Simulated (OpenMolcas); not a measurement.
**Excited-state calculation, with input and output: C6H10 (part 3 of 3)**

Continued. System: C6H10 (1-methylcyclopentene). Method: MC-PDFT (tBLYP)/ANO-RCC-VDZ, DKH2 (OpenMolcas 26.06). The geometry comes from this level: PBE0-D4/def2-TZVP.

Geometry of the input (Å):
```
C  -0.1825  0.1535  2.1967
C  0.0393  0.0392  0.7318
C  1.2045  -0.0278  0.0917
C  1.0391  -0.2039  -1.3879
C  -0.4491  0.1166  -1.6057
C  -1.1090  -0.0807  -0.2344
H  -0.7528  -0.7028  2.5735
H  -0.7685  1.0469  2.4373
H  0.7594  0.2036  2.7452
H  2.1728  -0.0076  0.5808
H  1.6956  0.4448  -1.9753
H  1.2813  -1.2337  -1.6824
H  -0.5492  1.1633  -1.9041
H  -0.9053  -0.4884  -2.3910
H  -1.9015  0.6486  -0.0377
H  -1.5739  -1.0715  -0.1384
```

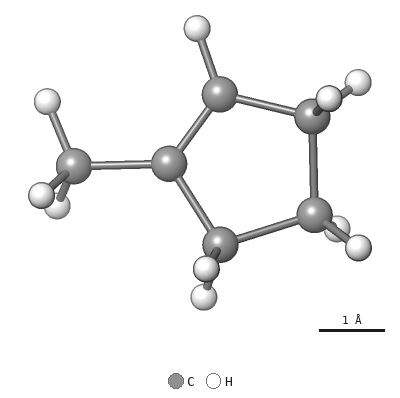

Fig. 1: The input geometry (ball-and-stick view, seen on its broad side).

Output, continued
```
                H13     H14     H15     H16
      1s       0.8574  0.8629  0.8427  0.8423
      2s       0.0312  0.0319  0.0309  0.0304
      2px      0.0000  0.0000  0.0000  0.0000
      2pz      0.0000  0.0000  0.0000  0.0000
      2py      0.0000  0.0000  0.0000  0.0000
      3s       0.0000  0.0000  0.0000  0.0000
      3px      0.0000  0.0000  0.0000  0.0000
      3pz      0.0000  0.0000  0.0000  0.0000
      3py      0.0000  0.0000  0.0000  0.0000
      Total    0.8886  0.8948  0.8736  0.8728

      N-E      0.1114  0.1052  0.1264  0.1272

      Total electronic charge=   46.000000

      Total            charge=   -0.000000
--

      Expectation values of various properties for root number:  1
      -----------------------------------------------------------

++    Molecular properties:
      ---------------------

      Charge (e):
                      =   -0.0000
      Dipole Moment (debye):
      Origin of the operator (angstrom)=    0.0726   -0.0004   -0.0278
                   X= -6.8159E-01               Y= -1.0043E-02               Z= -8.3500E-02           Total=  6.8676E-01
      Quadrupole Moment (debye*angstrom):
      Origin of the operator (angstrom)=    0.0726   -0.0004   -0.0278
                  XX= -3.7485E+01              XY= -3.3214E-02              XZ= -6.1100E-01              YY= -3.9266E+01
                  YZ=  3.4717E-01              ZZ= -3.5554E+01
      In traceless form (debye*angstrom)
                  XX= -7.5270E-02              XY= -4.9821E-02              XZ= -9.1650E-01              YY= -2.7460E+00
                  YZ=  5.2075E-01              ZZ=  2.8213E+00
--

      LoProp population analysis for root number:  1
      -----------------------------------------------

++    LoProp analysis:
      ----------------

++    Static properties:
      ------------------

      LoProp Charges per center

                   C1       C2       C3       C4       C5       C6       H7       H8       H9       H10
      Nuclear      6.0000   6.0000   6.0000   6.0000   6.0000   6.0000   1.0000   1.0000   1.0000   1.0000
      Electronic  -6.2981  -6.0434  -6.1536  -6.1829  -6.1654  -6.1851  -0.8862  -0.8874  -0.8816  -0.9244

      Total       -0.2981  -0.0434  -0.1536  -0.1829  -0.1654  -0.1851   0.1138   0.1126   0.1184   0.0756

                   H11      H12      H13      H14      H15      H16
      Nuclear      1.0000   1.0000   1.0000   1.0000   1.0000   1.0000
      Electronic  -0.8951  -0.8976  -0.9033  -0.9004  -0.8967  -0.8987

      Total        0.1049   0.1024   0.0967   0.0996   0.1033   0.1013
--

      Natural Bond Order analysis for root number:  1

++    Natural Bond Order analysis
      ---------------------------
      Based on LoProp computed density
      -------------------------------------------------------------------------------------
      Atom A       Atom B       Bond Order
      -------------------------------------------------------------------------------------
      NBO located      1.000 non-bonded electrons on atom C1
      NBO located      0.999 non-bonded electrons on atom C2
      NBO located      0.999 non-bonded electrons on atom C3
      NBO located      1.000 non-bonded electrons on atom C4
      NBO located      1.000 non-bonded electrons on atom C5
      NBO located      1.000 non-bonded electrons on atom C6
      The remaining   21.629 electrons are to be considered as diffuse
--

--

      Von Neumann Entropy (Root   2) =  1.13152

      Mulliken population analysis for root number:  2
      -----------------------------------------------

++    Molecular charges:
      ------------------

      Mulliken charges per centre and basis function type
      ---------------------------------------------------

                C1      C2      C3      C4      C5      C6      H7      H8      H9      H10     H11     H12
      1s       1.9992  1.9991  1.9991  1.9992  1.9992  1.9992  0.8597  0.8612  0.8812  0.8825  0.8555  0.8439
      2s       1.1940  1.2589  1.2982  1.2779  1.2756  1.3138  0.1310  0.1303  0.1682  0.3271  0.0915  0.1055
      2px      1.1257  0.9326  1.0382  0.9971  0.9219  0.9893  0.0000  0.0000  0.0000  0.0000  0.0000  0.0000
      2pz      0.9055  1.0296  0.9777  0.9280  0.9945  0.9137  0.0000  0.0000  0.0000  0.0000  0.0000  0.0000
      2py      1.1025  0.6187  0.6107  1.1157  1.1106  1.1214  0.0000  0.0000  0.0000  0.0000  0.0000  0.0000
      3s      -0.1148 -0.0701 -0.0918 -0.0850 -0.0705 -0.0951  0.0000  0.0000  0.0000  0.0000  0.0000  0.0000
      3px     -0.0096 -0.0209 -0.0419 -0.0290 -0.0249 -0.0285  0.0000  0.0000  0.0000  0.0000  0.0000  0.0000
      3pz     -0.0220 -0.0628 -0.0348 -0.0184 -0.0286 -0.0264  0.0000  0.0000  0.0000  0.0000  0.0000  0.0000
      3py     -0.0128 -0.0056 -0.0065 -0.0164 -0.0247 -0.0163  0.0000  0.0000  0.0000  0.0000  0.0000  0.0000
      Total    6.1677  5.6795  5.7490  6.1692  6.1532  6.1712  0.9907  0.9915  1.0494  1.2097  0.9470  0.9494

      N-E     -0.1677  0.3205  0.2510 -0.1692 -0.1532 -0.1712  0.0093  0.0085 -0.0494 -0.2097  0.0530  0.0506

                H13     H14     H15     H16
      1s       0.8635  0.8683  0.8480  0.8390
      2s       0.0675  0.0464  0.1097  0.1301
      2px      0.0000  0.0000  0.0000  0.0000
      2pz      0.0000  0.0000  0.0000  0.0000
      2py      0.0000  0.0000  0.0000  0.0000
      3s       0.0000  0.0000  0.0000  0.0000
      3px      0.0000  0.0000  0.0000  0.0000
      3pz      0.0000  0.0000  0.0000  0.0000
      3py      0.0000  0.0000  0.0000  0.0000
      Total    0.9310  0.9147  0.9577  0.9691

      N-E      0.0690  0.0853  0.0423  0.0309

      Total electronic charge=   46.000000

      Total            charge=   -0.000000
--

      Expectation values of various properties for root number:  2
      -----------------------------------------------------------

++    Molecular properties:
      ---------------------

      Charge (e):
                      =   -0.0000
      Dipole Moment (debye):
      Origin of the operator (angstrom)=    0.0726   -0.0004   -0.0278
                   X= -9.0803E-01               Y=  1.3601E-02               Z= -1.9754E+00           Total=  2.1742E+00
      Quadrupole Moment (debye*angstrom):
      Origin of the operator (angstrom)=    0.0726   -0.0004   -0.0278
                  XX= -5.5844E+01              XY= -7.8817E-02              XZ= -1.8032E+00              YY= -5.2084E+01
                  YZ= -8.0087E-02              ZZ= -5.4649E+01
      In traceless form (debye*angstrom)
                  XX= -2.4778E+00              XY= -1.1823E-01              XZ= -2.7048E+00              YY=  3.1629E+00
                  YZ= -1.2013E-01              ZZ= -6.8510E-01
--

      LoProp population analysis for root number:  2
      -----------------------------------------------

++    LoProp analysis:
      ----------------

++    Static properties:
      ------------------

      LoProp Charges per center

                   C1       C2       C3       C4       C5       C6       H7       H8       H9       H10
      Nuclear      6.0000   6.0000   6.0000   6.0000   6.0000   6.0000   1.0000   1.0000   1.0000   1.0000
      Electronic  -6.3327  -5.6770  -5.8492  -6.1888  -6.1763  -6.1968  -0.9520  -0.9507  -1.0054  -1.0443

      Total       -0.3327   0.3230   0.1508  -0.1888  -0.1763  -0.1968   0.0480   0.0493  -0.0054  -0.0443

                   H11      H12      H13      H14      H15      H16
      Nuclear      1.0000   1.0000   1.0000   1.0000   1.0000   1.0000
      Electronic  -0.9418  -0.9388  -0.9352  -0.9249  -0.9429  -0.9431

      Total        0.0582   0.0612   0.0648   0.0751   0.0571   0.0569
--

      Natural Bond Order analysis for root number:  2

++    Natural Bond Order analysis
      ---------------------------
      Based on LoProp computed density
      -------------------------------------------------------------------------------------
      Atom A       Atom B       Bond Order
      -------------------------------------------------------------------------------------
      NBO located      0.994 non-bonded electrons on atom C1
      NBO located      0.998 non-bonded electrons on atom C2
      NBO located      0.997 non-bonded electrons on atom C3
      NBO located      0.998 non-bonded electrons on atom C4
      NBO located      0.999 non-bonded electrons on atom C5
      NBO located      0.997 non-bonded electrons on atom C6
      The remaining   20.710 electrons are to be considered as diffuse
--

--

      Average orbitals are written to the RASORB file
      Natural orbitals for root   1 are written to the RASORB.1 file
      Natural orbitals for root   2 are written to the RASORB.2 file
      Spin density orbitals for root   1 are written to the SPDORB.1 file
      Spin density orbitals for root   2 are written to the SPDORB.2 file

--- Stop Module: rasscf /rc=_RC_ALL_IS_WELL_ ---
           step4.SpdOrb.1 step4.SpdOrb.2 xmldump
--- Module rasscf spent 3 seconds ---

--- Start Module: mcpdft ---

                                              &MCPDFT

                       available to each process: 1.9 GB of memory, 1 thread

 ###############################################################################
 ###    WARNING: Deprecation warning: KSDF should be replaced                ###
 ###    with FUNC keyword                                                    ###
 ###############################################################################

++    Wave function specifications:
      -----------------------------

      Number of closed shell electrons          38
      Number of electrons in active shells       8
      Max number of holes in RAS1 space          0
      Max nr of electrons in RAS3 space          0
      Number of inactive orbitals               19
      Number of active orbitals                  7
      Number of secondary orbitals              48
      Spin quantum number                      0.0
      State symmetry                             1
      Number of CSFs                           490
      Number of RASSCF root(s) available         2
--

++    Orbital specifications:
      -----------------------

      Symmetry species                           1
                                                 a
      Frozen orbitals                            0
      Inactive orbitals                         19
      Active orbitals                            7
      RAS1 orbitals                              0
      RAS2 orbitals                              7
      RAS3 orbitals                              0
      Secondary orbitals                        48
      Deleted orbitals                           0
      Number of basis functions                 74
--

++    MCPDFT specifications:
      ----------------------

      Cholesky decomposition                     On
      Type of calculation                        MS-PDFT
      On-Top Functional                          T:BLYP
      Exchange scaling factor                    1.00
      Correlation scaling factor                 1.00
      Wave function energy weight                0.00
--

      Numerical integration parameters
      --------------------------------
      Radial quadrature type:                         MHL
      Size of radial grid:                            75
      Lebedev angular grid:                           29
      Angular grid pruned with the crowding factor:  3.00E+00
                                 and fading factor:  6.00E+00
      Screening threshold for integral computation:   1.00E-11
      Radial quadrature accuracy:                     1.00E-25
      Maximum batch size:                             128
      AO values are stored on disk

++    DFT functional specifications:
      ------------------------------
      Using Libxc version: 6.2.2
      Please cite the following reference:
      S. Lehtola, C. Steigemann, M. J.T. Oliveira, and M. A.L. Marques.,  SoftwareX 7, 1–5 (2018) doi:10.1016/j.softx.2017.11.002

      * Becke 88
        - A. D. Becke.,  Phys. Rev. A 38, 3098 (1988) doi:10.1103/PhysRevA.38.3098
      * Lee, Yang & Parr
        - C. Lee, W. Yang, and R. G. Parr.,  Phys. Rev. B 37, 785 (1988) doi:10.1103/PhysRevB.37.785
        - B. Miehlich, A. Savin, H. Stoll, and H. Preuss.,  Chem. Phys. Lett. 157, 200 (1989) doi:10.1016/0009-2614(89)87234-3
--
   File JOBOLD not found -- use JOBIPH.
      The MO-coefficients are taken from the file:
      JOBIPH
 Reference MC-SCF energies taken from diagonal elements of
 effective Hamiltonian

++    CMS-PDFT INTERMEDIATE STATE 0001
      --------------------------------

      MCSCF reference energy                                             -233.09474815

      Integrated total density:                                                 46.000
      Integrated alpha density before functional transformation:                23.000
      Integrated  beta density before functional transformation:                23.000
      Integrated alpha density  after functional transformation:                23.899
      Integrated  beta density  after functional transformation:                22.101
      Integrated alpha tau     before functional transformation:                 0.000
      Integrated  beta tau     before functional transformation:                 0.000
      Integrated alpha tau      after functional transformation:                 0.000
      Integrated  beta tau      after functional transformation:                 0.000
      NOTE:
      Densities after transformation are intermediate quantities
      and should not be interpreted as real spin densities

      Exchange energy scaling factor                                          1.000000
      Correlation energy scaling factor                                       1.000000

      Integrated alpha exchange energy                                      -17.862773
      Integrated beta  exchange energy                                      -16.915789
      Integrated  correlation   energy                                       -1.484423

      Nuclear Repulsion energy                                            234.49607884
      CASSCF contribution energy                                         -198.30063740
      On-top energy                                                       -36.26298536

      Total MCPDFT energy for state   1                                  -234.56362276
--

++    CMS-PDFT INTERMEDIATE STATE 0002
      --------------------------------

      MCSCF reference energy                                             -232.85080797

      Integrated total density:                                                 46.000
      Integrated alpha density before functional transformation:                23.000
      Integrated  beta density before functional transformation:                23.000
      Integrated alpha density  after functional transformation:                24.179
      Integrated  beta density  after functional transformation:                21.820
      Integrated alpha tau     before functional transformation:                 0.000
      Integrated  beta tau     before functional transformation:                 0.000
      Integrated alpha tau      after functional transformation:                 0.000
      Integrated  beta tau      after functional transformation:                 0.000
      NOTE:
      Densities after transformation are intermediate quantities
      and should not be interpreted as real spin densities

      Exchange energy scaling factor                                          1.000000
      Correlation energy scaling factor                                       1.000000

      Integrated alpha exchange energy                                      -17.710587
      Integrated beta  exchange energy                                      -16.772628
      Integrated  correlation   energy                                       -1.467239

      Nuclear Repulsion energy                                            234.49607884
      CASSCF contribution energy                                         -198.39227660
      On-top energy                                                       -35.95045398

      Total MCPDFT energy for state   2                                  -234.34273058
--

++       CMS-PDFT FINAL RESULTS
      -------------------------

      CMS-PDFT Effective Hamiltonian
      (diagonal values increased by   230.00 hartree)
       -4.563623 -0.005381
       -0.005381 -4.342731

::    MSPDFT root number  1 Total energy:   -234.56375374
::    MSPDFT root number  2 Total energy:   -234.34259960

      CMS-PDFT Eigenvectors:

      Intermediate-state Basis
       Root    1      Root    2
       -0.999704       0.024337
       -0.024337      -0.999704

      Reference-state Basis
       Root    1      Root    2
       -0.999997       0.002296
       -0.002296      -0.999997
--

--- Stop Module: mcpdft /rc=_RC_ALL_IS_WELL_ ---
--- Module mcpdft spent 8 seconds ---

.##################.
.# Happy landing! #.
.##################.

    Timing: Wall=14.76 User=13.30 System=1.39
```

Key numbers

- outcome: converged
- total energy: −234.563754 hartree
- basis functions: 74
- hardware: 1 thread of Arm Neoverse N1, 98 GiB of memory available, shared host
- wall time: 15 s
- peak memory: 0.083 GiB
